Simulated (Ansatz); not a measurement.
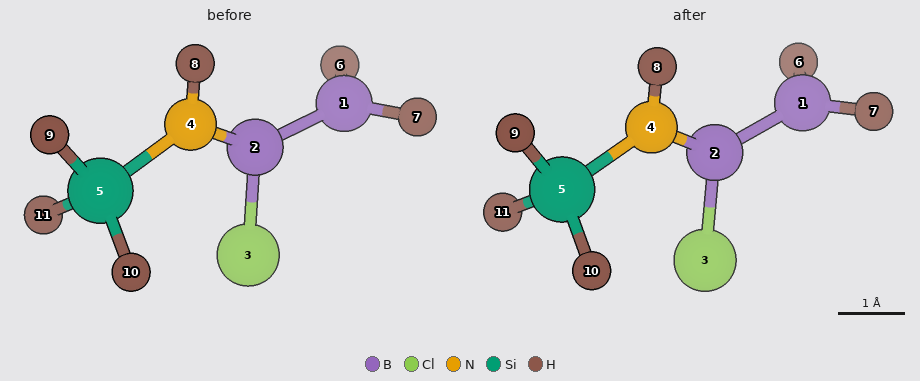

The structure of B$_{2}$SiNH$_{6}$Cl before (left) and after (right) a relaxation, at one scale.

The picture is a ball-and-stick view, seen at a tilt.

The start comes from PBE-D4/def2-SVP.

Theory: Ansatz 0.2.0, RKS PBE0-D4/def2-TZVP.

The input:
```yaml
crystal:
  periodic: [false, false, false]
  atoms:
    - {symbol: B, position_ang: [0.516607, 0.645167, 2.335061]}
    - {symbol: B, position_ang: [0.313749, 0.104201, 0.765357]}
    - {symbol: Cl, position_ang: [1.758451, -0.973557, 0.506180]}
    - {symbol: N, position_ang: [-0.590263, 0.256464, -0.299280]}
    - {symbol: Si, position_ang: [-0.466533, -0.500048, -1.912053]}
    - {symbol: H, position_ang: [1.197415, 1.625549, 2.584264]}
    - {symbol: H, position_ang: [0.122945, -0.002965, 3.289694]}
    - {symbol: H, position_ang: [-1.399641, 0.864447, -0.140465]}
    - {symbol: H, position_ang: [-1.641544, 0.028935, -2.685825]}
    - {symbol: H, position_ang: [-0.554742, -1.995713, -1.823839]}
    - {symbol: H, position_ang: [0.808956, -0.109378, -2.598493]}
basis:
  gaussian: {orbitals: def2-TZVP}
hamiltonian: {xc: pbe0, dispersion: d4}
relax: {f_tol: 0.005, max_steps: 150}
```

Command:
```bash
ansatz run in.yaml --threads 4 --pin off --events-out ev --progress --plain --max-ram 10444MiB
```

> Summarise the run.

H7 moves most after the best rigid fit: 0.12 Å. By element the largest moves are H 0.12 Å, Cl 0.10 Å, B 0.09 Å, N 0.07 Å, Si 0.03 Å. Some distances before and after: Cl3–Si5 3.320 → 3.281 Å, N4–Si5 1.786 → 1.754 Å, B2–Cl3 1.821 → 1.798 Å, B1–H6 1.219 → 1.198 Å. Bond angles that change, for instance: B1–B2–Cl3 103.2° → 109.3°, B1–B2–N4 138.9° → 133.4°. Over 8 accepted moves (9 points after the start) the energy falls by 0.053 eV. Largest force component: 0.53 eV/Å at the start, 0.0016 eV/Å at the end. The line search rejected the trial step at point 3 of the run. Cost: 65 s on 4 threads of Arm Neoverse N1, with other jobs on the host.
